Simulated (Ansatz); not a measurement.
# AlN+ (quartet): the correlation ladder, cc-pVTZ

Aim: climb from Hartree-Fock through coupled cluster and multireference methods for AlN+ (quartet) at one geometry and basis, and see what each rung misses.

Computed with Ansatz 0.2.0, Gaussian basis. Level: cc-pVTZ, core rule «outside noble gas», up to 6 orbitals frozen.

Plan: UHF; CCSD(T) on ROHF; CCSD(T) on UHF; BCCD(T) on ROHF; CISD; CCSDT(Q) on ROHF; CCSDT(Q) on UHF; CASSCF and MRCISD+Q, 7 electrons in 8 orbitals; CASSCF and NEVPT2, 7 electrons in 8 orbitals.

16 further runs of the same task are left out: 4 that didn't finish, 12 set aside as unsound or not needed.

## (1) The system

The geometry is a PBE0/def2-TZVP stationary point (not a proven minimum) of the parent state, kept for this charge and spin.

2 atoms, charge 1, spin multiplicity 4.

Atoms are counted from 1 here; the program's logs count them from 0.

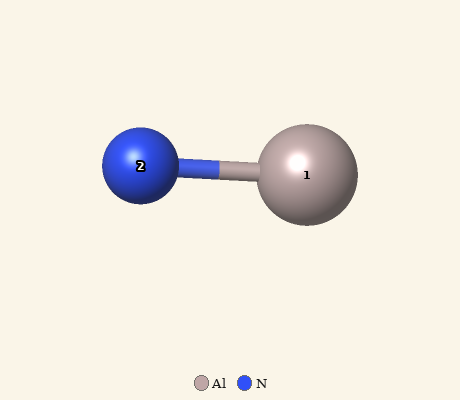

The geometry (aluminium light grey, nitrogen blue); atoms are numbered from 1 in the order of the file.

In the tables R marks a restricted open-shell determinant and U an unrestricted one; 'valence' is the active space of 7 electrons in 8 orbitals; energies count from the table's Hartree-Fock row.

## (2) UHF

in.yaml reads:

```yaml
crystal:
  periodic: [false, false, false]
  atoms:
    - {symbol: Al, position_ang: [0.000000, 0.000000, 0.000000]}
    - {symbol: N, position_ang: [0.000000, 0.000000, 1.789283]}
basis:
  gaussian: {orbitals: cc-pVTZ}
total_charge: 1
magnetization: {spin_polarized: true, initial_magnetization: 3}
hamiltonian: {xc: hf}
output: {orbitals: {seedname: orbitals}}
```

Started as:

```
$ ansatz run in.yaml --threads 1 --pin off --events-out ev --progress --plain --max-ram 2393MiB
```

What it wrote:

```text
Functional definition: HF
  name "HF"
  cite "Fock, Z. Phys. 61, 126 (1930) doi:10.1007/BF01340294"
  parent pbe
  exchange = exact_x
  correlation = 0
561 factors; their error is unknown
mean field evaluation 1: about -8051.8343 eV, gradient 2.6e1 eV
mean field evaluation 2: about -8054.5462 eV, gradient 1.3e1 eV
mean field evaluation 4: about -8055.3903 eV, gradient 7.7e-1 eV
mean field evaluation 8: about -8055.4091 eV, gradient 1.5e-1 eV
mean field evaluation 16: about -8051.9415 eV, gradient 2.6e1 eV
mean field evaluation 32: about -8054.6282 eV, gradient 2.0e0 eV
mean field evaluation 64: about -8051.4055 eV, gradient 1.2e1 eV
mean field evaluation 96: about -8055.0495 eV, gradient 1.7e0 eV
mean field -8055.51409020 eV, -296.0346825914 hartree, gradient 2.9e-5 eV, S^2 3.799935; 0 other end points of the search recorded, 0 dependent functions left out
reference -8055.51409020 eV, -296.0346825914 hartree; 11, 8 occupied and 53, 56 virtual orbitals, 561 factors
Total energy: -8055.51409020 eV, -296.0346825914 hartree
```

It took 0.69 s on 1 thread of Arm Neoverse V2, shared host.

From the report: ⟨S²⟩ of the determinant 3.800 (pure quartet: 3.75).

## (3) CCSD(T) on ROHF

in.yaml reads:

```yaml
crystal:
  periodic: [false, false, false]
  atoms:
    - {symbol: Al, position_ang: [0.000000, 0.000000, 0.000000]}
    - {symbol: N, position_ang: [0.000000, 0.000000, 1.789283]}
basis:
  gaussian: {orbitals: cc-pVTZ}
total_charge: 1
magnetization: {spin_polarized: false, initial_magnetization: 3}
correlation: {method: ccsd_t, electrons: outside_noble_gas}
```

Launched as before.

What it wrote, shortened:

```text
Functional definition: HF
  name "HF"
  cite "Fock, Z. Phys. 61, 126 (1930) doi:10.1007/BF01340294"
  parent pbe
[...]
398 factors; integrals over basis functions are off by at most 1.2e-3 eV
[...]
mean field -8055.19451214 eV, -296.0229383142 hartree, gradient 2.7e-6 eV, S^2 3.750000; 7 other end points of the search recorded, 0 dependent functions left out
[...]
determinant -8055.19451214 eV, -296.0229383142 hartree, with singles and doubles -8060.23754956 eV, -296.2082665213 hartree
determinant -8053.63747986 eV, -295.9657184333 hartree, with singles and doubles -8058.41012968 eV, -296.1411100793 hartree
6 core orbitals not correlated: weight in the atoms' cores, before any rotation towards them, 1.000 or more for the frozen orbitals, at most 0.000 for the correlated occupied ones
reference -8055.19451214 eV, -296.0229383142 hartree; 5, 2 occupied and 53, 56 virtual orbitals, 398 factors
second order -4.24050490 eV of doubles, -0.14527479 eV of singles
cycle   1  -4.96899926 eV  change   -4.3e-1 eV  update   2.3e-2
[...]
cycle  11  -4.98931769 eV  change   -5.3e-6 eV  update   4.9e-6
perturbative correction -0.21049628 eV, -0.0077355955 hartree
Total energy: -8060.39432611 eV, -296.2140279530 hartree
```

Wall time 2.3 s (1 thread of Arm Neoverse V2, shared host).

From the report: correlation -5.1998 eV; T1 0.050; largest double amplitude 0.07.

## (4) CCSD(T) on UHF

Edit in.yaml of step 3 so:

```diff
@@ -8,3 +8,3 @@
 total_charge: 1
-magnetization: {spin_polarized: false, initial_magnetization: 3}
+magnetization: {spin_polarized: true, initial_magnetization: 3}
 correlation: {method: ccsd_t, electrons: outside_noble_gas}
```

The command is unchanged.

What it wrote, shortened:

```text
Functional definition: HF
  name "HF"
  cite "Fock, Z. Phys. 61, 126 (1930) doi:10.1007/BF01340294"
  parent pbe
[...]
398 factors; integrals over basis functions are off by at most 1.2e-3 eV
[...]
mean field -8055.51427759 eV, -296.0346894778 hartree, gradient 1.3e-6 eV, S^2 3.799936; 9 other end points of the search recorded, 0 dependent functions left out
determinant -8055.51427759 eV, -296.0346894778 hartree, with singles and doubles -8060.26509971 eV, -296.2092789703 hartree
determinant -8053.79901113 eV, -295.9716545979 hartree, with singles and doubles -8058.41276159 eV, -296.1412068000 hartree
6 core orbitals not correlated: weight in the atoms' cores, before any rotation towards them, 1.000 or more for the frozen orbitals, at most 0.000 for the correlated occupied ones
reference -8055.51427759 eV, -296.0346894778 hartree; 5, 2 occupied and 53, 56 virtual orbitals, 398 factors
second order -4.03306531 eV of doubles, -0.00000000 eV of singles
cycle   1  -4.68391218 eV  change   -4.5e-1 eV  update   2.2e-2
[...]
cycle  11  -4.70213544 eV  change   -1.2e-6 eV  update   4.0e-6
perturbative correction -0.17816601 eV, -0.0065474803 hartree
Total energy: -8060.39457905 eV, -296.2140372485 hartree
```

It took 2.1 s on 1 thread of Arm Neoverse V2, shared host.

From the report: ⟨S²⟩ of the determinant 3.800 (pure quartet: 3.75); correlation -4.8803 eV; T1 0.026; largest double amplitude 0.07.

## (5) BCCD(T) on ROHF

Edit in.yaml of step 4 so:

```diff
@@ -8,3 +8,3 @@
 total_charge: 1
-magnetization: {spin_polarized: true, initial_magnetization: 3}
-correlation: {method: ccsd_t, electrons: outside_noble_gas}
+magnetization: {spin_polarized: false, initial_magnetization: 3}
+correlation: {method: bccd_t, electrons: outside_noble_gas}
```

Launched as before.

What it wrote, shortened:

```text
Functional definition: HF
  name "HF"
  cite "Fock, Z. Phys. 61, 126 (1930) doi:10.1007/BF01340294"
  parent pbe
[...]
398 factors; integrals over basis functions are off by at most 1.2e-3 eV
[...]
mean field -8055.19451214 eV, -296.0229383142 hartree, gradient 2.7e-6 eV, S^2 3.750000; 7 other end points of the search recorded, 0 dependent functions left out
[...]
determinant -8055.19451214 eV, -296.0229383142 hartree, with singles and doubles -8060.23754956 eV, -296.2082665213 hartree
determinant -8053.63747986 eV, -295.9657184333 hartree, with singles and doubles -8058.41012968 eV, -296.1411100793 hartree
6 core orbitals not correlated: weight in the atoms' cores, before any rotation towards them, 1.000 or more for the frozen orbitals, at most 0.000 for the correlated occupied ones
reference -8055.19451214 eV, -296.0229383142 hartree; 5, 2 occupied and 53, 56 virtual orbitals, 398 factors
second order -4.24050490 eV of doubles, -0.14527479 eV of singles
cycle   1  -4.98006422 eV  change   -4.4e-1 eV  update   3.2e-2
[...]
cycle  12  -5.00072161 eV  change    1.6e-6 eV  update   4.1e-6
perturbative correction -0.19399669 eV, -0.0071292470 hartree
Total energy: -8060.38923044 eV, -296.2138406906 hartree
```

It took 2.6 s on 1 thread of Arm Neoverse V2, shared host.

From the report: correlation -5.1947 eV; largest double amplitude 0.06.

## (6) CISD

Edit in.yaml of step 5 so:

```diff
@@ -9,2 +9,2 @@
 magnetization: {spin_polarized: false, initial_magnetization: 3}
-correlation: {method: bccd_t, electrons: outside_noble_gas}
+correlation: {active_space: {ras: {orbitals: [2, 3, 53], electrons: 7, max_holes: 2, max_particles: 2}, fixed_orbitals: true}}
```

Same command.

What it wrote:

```text
Functional definition: HF
  name "HF"
  cite "Fock, Z. Phys. 61, 126 (1930) doi:10.1007/BF01340294"
  parent pbe
  exchange = exact_x
  correlation = 0
398 factors; integrals over basis functions are off by at most 1.2e-3 eV
mean field evaluation 1: about -8052.2632 eV, gradient 2.9e1 eV
mean field evaluation 2: about -8052.3287 eV, gradient 2.9e1 eV
mean field evaluation 4: about -8054.9744 eV, gradient 6.1e0 eV
mean field evaluation 8: about -8055.1923 eV, gradient 4.5e-1 eV
mean field evaluation 16: about -8055.1945 eV, gradient 2.7e-6 eV
mean field evaluation 32: about -8053.3645 eV, gradient 5.2e0 eV
mean field evaluation 64: about -8055.1940 eV, gradient 1.5e-1 eV
mean field -8055.19451214 eV, -296.0229383142 hartree, gradient 2.7e-6 eV, S^2 3.750000; 7 other end points of the search recorded, 0 dependent functions left out
reference -8055.19451214 eV, -296.0229383142 hartree; 11, 8 occupied and 53, 56 virtual orbitals, 398 factors
state -8060.05384143 eV, -296.2015153720 hartree
Total energy: -8060.05384143 eV, -296.2015153720 hartree
```

Wall time 5.5 s (1 thread of Arm Neoverse V2, shared host).

From the report: 40,578 determinants.

## (7) CCSDT(Q) on ROHF

Edit in.yaml of step 6 so:

```diff
@@ -9,2 +9,2 @@
 magnetization: {spin_polarized: false, initial_magnetization: 3}
-correlation: {active_space: {ras: {orbitals: [2, 3, 53], electrons: 7, max_holes: 2, max_particles: 2}, fixed_orbitals: true}}
+correlation: {method: ccsdt_q, electrons: outside_noble_gas}
```

The command is unchanged.

What it wrote, shortened:

```text
Functional definition: HF
  name "HF"
  cite "Fock, Z. Phys. 61, 126 (1930) doi:10.1007/BF01340294"
  parent pbe
[...]
743 factors; integrals over basis functions are off by at most 2.0e-7 eV
[...]
mean field -8055.19453518 eV, -296.0229391609 hartree, gradient 2.0e-6 eV, S^2 3.750000; 7 other end points of the search recorded, 0 dependent functions left out
[...]
determinant -8055.19453518 eV, -296.0229391609 hartree, with singles and doubles -8060.23757716 eV, -296.2082675353 hartree
determinant -8053.63750374 eV, -295.9657193109 hartree, with singles and doubles -8058.41016144 eV, -296.1411112463 hartree
6 core orbitals not correlated: weight in the atoms' cores, before any rotation towards them, 1.000 or more for the frozen orbitals, at most 0.000 for the correlated occupied ones
reference -8055.19453518 eV, -296.0229391609 hartree; 5, 2 occupied and 53, 56 virtual orbitals, 743 factors
second order -4.24051049 eV of doubles, -0.14527479 eV of singles
cycle   1  -4.73375742 eV  change   -3.4e-1 eV  update   7.7e-2
[...]
cycle  19  -5.22269499 eV  change    3.3e-7 eV  update   4.4e-7
perturbative correction -0.00977118 eV, -0.0003590841 hartree
Total energy: -8060.42700134 eV, -296.2152287458 hartree
```

It took 32 s on 1 thread of Arm Neoverse V2, shared host; peak memory 0.49 GiB.

From the report: correlation -5.2325 eV; T1 0.055; largest double amplitude 0.08.

## (8) CCSDT(Q) on UHF

Edit in.yaml of step 7 so:

```diff
@@ -8,3 +8,3 @@
 total_charge: 1
-magnetization: {spin_polarized: false, initial_magnetization: 3}
+magnetization: {spin_polarized: true, initial_magnetization: 3}
 correlation: {method: ccsdt_q, electrons: outside_noble_gas}
```

Launched as before.

What it wrote, shortened:

```text
Functional definition: HF
  name "HF"
  cite "Fock, Z. Phys. 61, 126 (1930) doi:10.1007/BF01340294"
  parent pbe
[...]
743 factors; integrals over basis functions are off by at most 2.0e-7 eV
[...]
mean field -8055.51430122 eV, -296.0346903462 hartree, gradient 1.5e-6 eV, S^2 3.799936; 9 other end points of the search recorded, 0 dependent functions left out
determinant -8055.51430122 eV, -296.0346903462 hartree, with singles and doubles -8060.26512669 eV, -296.2092799619 hartree
determinant -8053.79903541 eV, -295.9716554901 hartree, with singles and doubles -8058.41279217 eV, -296.1412079240 hartree
6 core orbitals not correlated: weight in the atoms' cores, before any rotation towards them, 1.000 or more for the frozen orbitals, at most 0.000 for the correlated occupied ones
reference -8055.51430122 eV, -296.0346903462 hartree; 5, 2 occupied and 53, 56 virtual orbitals, 743 factors
second order -4.03306948 eV of doubles, -0.00000000 eV of singles
cycle   1  -4.44778287 eV  change   -4.1e-1 eV  update   7.1e-2
[...]
cycle  17  -4.90870673 eV  change    3.6e-7 eV  update   6.4e-7
perturbative correction -0.00961383 eV, -0.0003533017 hartree
Total energy: -8060.43262178 eV, -296.2154352929 hartree
```

It took 28 s on 1 thread of Arm Neoverse V2, shared host; peak memory 0.44 GiB.

From the report: ⟨S²⟩ of the determinant 3.800 (pure quartet: 3.75); correlation -4.9183 eV; T1 0.028; largest double amplitude 0.08.

## (9) CASSCF and MRCISD+Q, 7 electrons in 8 orbitals

in.yaml reads:

```yaml
crystal:
  periodic: [false, false, false]
  atoms:
    - {symbol: Al, position_ang: [0.000000, 0.000000, 0.000000]}
    - {symbol: N, position_ang: [0.000000, 0.000000, 1.789283]}
basis:
  gaussian: {orbitals: cc-pVTZ}
total_charge: 1
magnetization: {spin_polarized: false, initial_magnetization: 3}
correlation: {method: fic_mrcisd_q, electrons: outside_noble_gas, active_space: {window: {electrons: 7, orbitals: 8}, shells: [{species: Al, l: s, shell: 3}, {species: Al, l: p, shell: 3}, {species: "N", l: s, shell: 2}, {species: "N", l: p, shell: 2}]}}
```

Same command.

What it wrote, shortened:

```text
Functional definition: HF
  name "HF"
  cite "Fock, Z. Phys. 61, 126 (1930) doi:10.1007/BF01340294"
  parent pbe
[...]
743 factors; integrals over basis functions are off by at most 2.0e-7 eV
[...]
mean field -8055.19453518 eV, -296.0229391609 hartree, gradient 2.0e-6 eV, S^2 3.750000; 7 other end points of the search recorded, 0 dependent functions left out
reference -8055.19453518 eV, -296.0229391609 hartree; 11, 8 occupied and 53, 56 virtual orbitals, 743 factors
state -8056.84576665 eV, -296.0836207982 hartree
contracted CI cycle   1: correlation 0.00000000 eV, 0.0000000000 hartree, residual 1.98e1 eV
contracted CI cycle   2: correlation -3.24092551 eV, -0.1191018157 hartree, residual 3.61e0 eV
contracted CI cycle   3: correlation -3.35816896 eV, -0.1234104330 hartree, residual 9.07e-1 eV
contracted CI cycle   4: correlation -3.36825499 eV, -0.1237810879 hartree, residual 3.20e-1 eV
contracted CI cycle   5: correlation -3.36948617 eV, -0.1238263328 hartree, residual 1.12e-1 eV
contracted CI cycle   6: correlation -3.36961154 eV, -0.1238309402 hartree, residual 3.18e-2 eV
contracted CI cycle   7: correlation -3.36962165 eV, -0.1238313117 hartree, residual 8.72e-3 eV
contracted CI cycle   8: correlation -3.36962243 eV, -0.1238313404 hartree, residual 2.47e-3 eV
contracted CI cycle   9: correlation -3.36962249 eV, -0.1238313426 hartree, residual 6.77e-4 eV
state -8056.84576665 eV, -296.0836207982 hartree; corrected -8060.37295760 eV, -296.2132426748 hartree
Total energy: -8060.37295760 eV, -296.2132426748 hartree
Checks for a lower state left out: starts, orbital_swaps
```

It took 3.6 s on 1 thread of Arm Neoverse V2, shared host; peak memory 0.25 GiB.

From the report: 400 determinants; active occupations 1.99, 1.95, 1.01, 0.99, 0.99, 0.03, 0.02, 0.02.

## (10) CASSCF and NEVPT2, 7 electrons in 8 orbitals

in.yaml reads:

```yaml
crystal:
  periodic: [false, false, false]
  atoms:
    - {symbol: Al, position_ang: [0.000000, 0.000000, 0.000000]}
    - {symbol: N, position_ang: [0.000000, 0.000000, 1.789283]}
basis:
  gaussian: {orbitals: cc-pVTZ}
total_charge: 1
magnetization: {spin_polarized: false, initial_magnetization: 3}
correlation: {method: sc_nevpt2, electrons: outside_noble_gas, active_space: {window: {electrons: 7, orbitals: 8}, shells: [{species: Al, l: s, shell: 3}, {species: Al, l: p, shell: 3}, {species: "N", l: s, shell: 2}, {species: "N", l: p, shell: 2}]}}
```

Launched as before.

What it wrote, shortened:

```text
Functional definition: HF
  name "HF"
  cite "Fock, Z. Phys. 61, 126 (1930) doi:10.1007/BF01340294"
  parent pbe
[...]
743 factors; integrals over basis functions are off by at most 2.0e-7 eV
[...]
mean field -8055.19453518 eV, -296.0229391609 hartree, gradient 2.0e-6 eV, S^2 3.750000; 7 other end points of the search recorded, 0 dependent functions left out
reference -8055.19453518 eV, -296.0229391609 hartree; 11, 8 occupied and 53, 56 virtual orbitals, 743 factors
state -8056.84576665 eV, -296.0836207982 hartree
state -8056.84576665 eV, -296.0836207982 hartree; corrected -8059.75811186 eV, -296.1906475105 hartree
Total energy: -8059.75811186 eV, -296.1906475105 hartree
Checks for a lower state left out: starts, orbital_swaps
```

Wall time 2.4 s (1 thread of Arm Neoverse V2, shared host).

From the report: 400 determinants; active occupations 1.99, 1.95, 1.01, 0.99, 0.99, 0.03, 0.02, 0.02.

## (11) How many determinants matter

Natural occupations of the CASSCF valence state about the gap (report; correlated orbitals 1 to 8): 1.986, 1.954, 1.009, 0.993, 0.993, 0.029, 0.018, 0.018. The count of effectively unpaired electrons, Σ n²(2 − n)², is 3.01; a single determinant of this spin has 3.

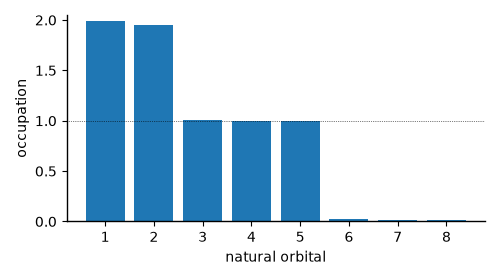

Natural occupations of the CASSCF valence state.

## (12) Misses and costs

The yardstick is UCCSDT(Q), where the cluster series has nearly closed. Rows without a time come out of other runs: HF, MP2 and CCSD of CCSD(T), CCSDT of CCSDT(Q), CASSCF and MRCISD of the multireference runs.

| method | energy from the lowest RHF (kJ/mol) | from UCCSDT(Q) (kJ/mol) | time |
| --- | --- | --- | --- |
| RHF | 0.0 | +505.4 |  |
| UHF | -30.9 | +474.5 |  |
| RMP2 | -423.2 | +82.2 |  |
| UMP2 | -420.0 | +85.4 |  |
| CISD | -468.9 | +36.5 | 5.5 s |
| RCCSD | -481.4 | +24.0 |  |
| UCCSD | -484.5 | +20.9 |  |
| RCCSD(T) | -501.7 | +3.7 | 2.3 s |
| UCCSD(T) | -501.7 | +3.7 | 2.1 s |
| BCCD(T) | -501.2 | +4.2 | 2.6 s |
| RCCSDT | -503.9 | +1.5 |  |
| UCCSDT | -504.5 | +0.9 |  |
| RCCSDT(Q) | -504.9 | +0.5 | 32 s |
| UCCSDT(Q) | -505.4 | 0 | 28 s |
| CASSCF valence | -159.3 | +346.1 |  |
| NEVPT2 valence | -440.3 | +65.1 | 2.4 s |
| MRCISD valence | -484.4 | +21.0 |  |
| MRCISD+Q valence | -499.6 | +5.8 | 3.6 s |

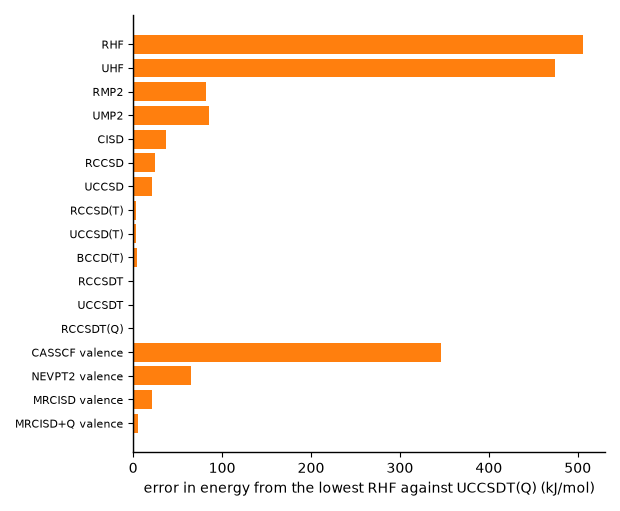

How far each level lands from UCCSDT(Q).

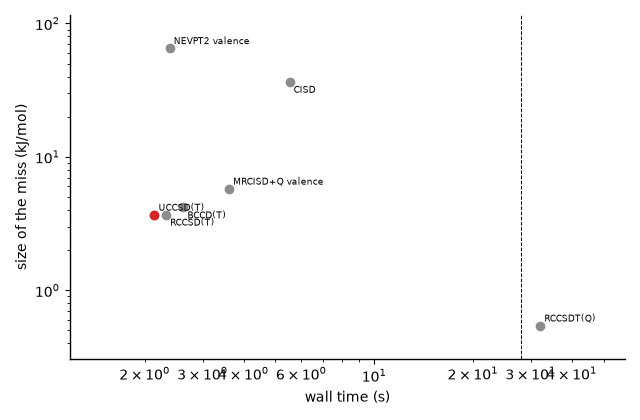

Miss against cost. Red marks the levels that no quicker level drawn beats (of those quicker than the yardstick), and the dashed line is the time of UCCSDT(Q). Times are from a shared host.

## (13) Summary of results

| quantity | value |
| --- | --- |
| UCCSDT(Q) below the RHF energy | -5.2381 eV |
| RMP2 from UCCSDT(Q) | +82.2 kJ/mol |
| UMP2 from UCCSDT(Q) | +85.4 kJ/mol |
| RCCSD from UCCSDT(Q) | +24.0 kJ/mol |
| RCCSD(T) from UCCSDT(Q) | +3.7 kJ/mol |
| UCCSD(T) from UCCSDT(Q) | +3.7 kJ/mol |
| RCCSDT(Q) from UCCSDT(Q) | +0.5 kJ/mol |
| NEVPT2 valence from UCCSDT(Q) | +65.1 kJ/mol |
| MRCISD+Q valence from UCCSDT(Q) | +5.8 kJ/mol |
| levels within 1 kcal/mol (43 meV) | RCCSD(T), UCCSD(T), BCCD(T), RCCSDT, UCCSDT, RCCSDT(Q) |
| T1 diagnostic | 0.050 |
| effectively unpaired electrons | 3.01 |

In words: RCCSD(T) lands +3.7 kJ/mol from the yardstick (0.7 % of the correlation energy). The occupations are near whole numbers, but T1 = 0.050 shows that the orbitals relax strongly. Of the multireference levels listed MRCISD+Q valence comes nearest in total energy (+5.8 kJ/mol), which doesn't show that its space is the better one. These misses are within one basis, not against nature; the frozen cores of restricted and unrestricted runs differ, which can shift their rows.

UCCSD(T) reaches 3.7 kJ/mol from the reference in 2.1 s, where UCCSDT(Q) took 28 s.
